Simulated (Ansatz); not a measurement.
GaAs, alloy series

Start from GaAs in the zinc blende structure (space group F-43m, No. 216; a = 5.667 Å).

The other end (x = 1) is InAs in the zinc blende structure (space group F-43m, No. 216): 28.50 Å³/atom, gap 0.08 eV.

In replaces a fraction x of Ga; each row is one arrangement (x, atoms in the cell, starting space group or random), fully relaxed.

All numbers come from plane-wave PAW DFT at the r2SCAN level (Ansatz, a quantum-chemistry and plane-wave program, 500 eV), scalar-relativistic without spin-orbit coupling.

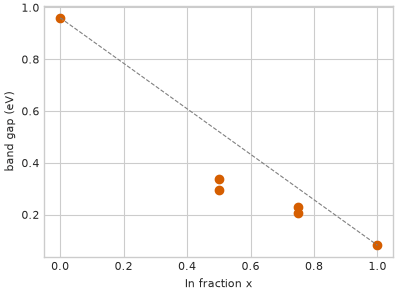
Figure. Band gap against In fraction x; the dashed line joins the ends

| In fraction x | band gap |
|---|---|
| x(In) = 0.5, 4 atoms, P-4m2 | 0.30 eV |
| x(In) = 0.5, 8 atoms, Pmn2_1 | 0.34 eV |
| x(In) = 0.75, 8 atoms, I-42m | 0.23 eV |
| x(In) = 0.75, 8 atoms, P-43m | 0.21 eV |

Each cell is one ordered arrangement of few atoms, which overstates ordering effects compared with a random alloy. Stability against distortions was not tested. The zero or small gap of InGaAs2, InAs and In3GaAs4 can change with the level of theory.
